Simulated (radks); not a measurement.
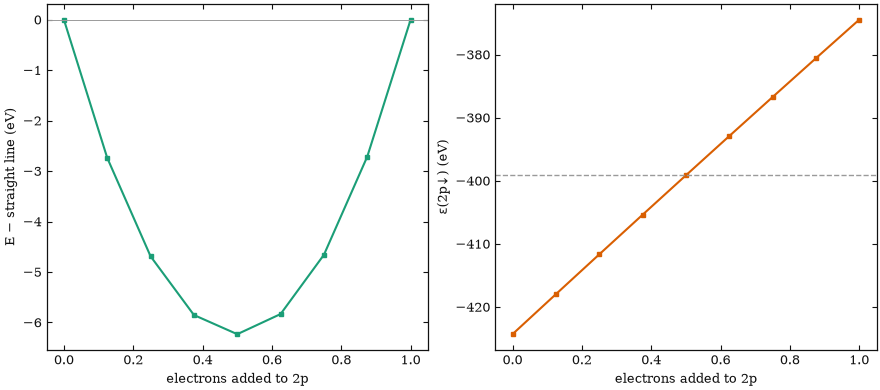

Method: scalar-relativistic Kohn-Sham, r2SCAN, spin-polarised, spherical densities, finite nucleus; computed with the in-house radial solver radks. The occupation of the 2p shell is varied from Ca⁴⁺ ([He] 2s2 2p5 3s2 3p5 (high spin)) to Ca³⁺ ([Ne] 3s2 3p5 (high spin)), with spherical fractional occupations. The plot shows the total energy less the straight line between the end points, and the eigenvalue of 2p↓ (the dashed line is minus the energy to take the whole electron out).

Describe the curve.

Answer. The curve is convex (below the straight line), with the largest deviation among the points computed, −6.23 eV, at 0.5. The end points differ by 399.1 eV, the energy to take the electron out. The eigenvalue, which is the slope of the energy (Janak's theorem), moves from −424.3 eV at 0 to −374.5 eV at 1; for a straight line it would stay constant, and a parabola would sag by an eighth of this change, scaled to a whole electron, 6.23 eV. Convexity is the mark of the delocalisation error, which puts fractional charges too low; for p, d and f shells the spherical spreading of the fraction adds to it. The shell lies under occupied ones, so the straight line is a guide here rather than an exact condition.
